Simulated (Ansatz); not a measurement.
# Pressure series in ZnS

Start from ZnS in the wurtzite structure (space group P6_3mc, No. 186; a = 3.782 Å, c = 6.208 Å).

Cell and atoms are relaxed at each pressure.

Level of theory: PBEsol in Ansatz (plane waves to 420 eV, PAW, scalar-relativistic without spin-orbit coupling), earlier PAW set.

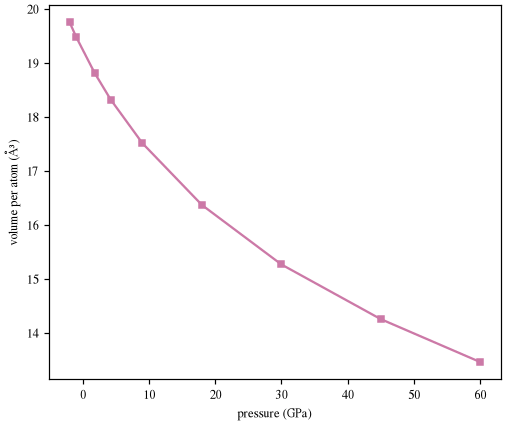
Fig. 1. Volume against pressure

**Question.** Estimate the zero-pressure bulk modulus from the plot.

**Answer.** About 81 GPa; a third-order Birch–Murnaghan fit to the points gives V₀ = 19.22 Å³/atom, B₀ = 81 GPa and B₀′ = 4.1.

Between the base and pressure 9 GPa the gap moves from 2.15 eV to 2.56 eV, a mean slope of 45 meV/GPa.

Load acts through the strain it causes; cell and atoms are relaxed under it. Stability against distortions was not tested. Tetrahedral semiconductors of this kind turn to denser phases somewhere between about 1 and 50 GPa; those were not computed, so compressed cells here can lie past the real transition.

Ansatz is a program for electronic structure.
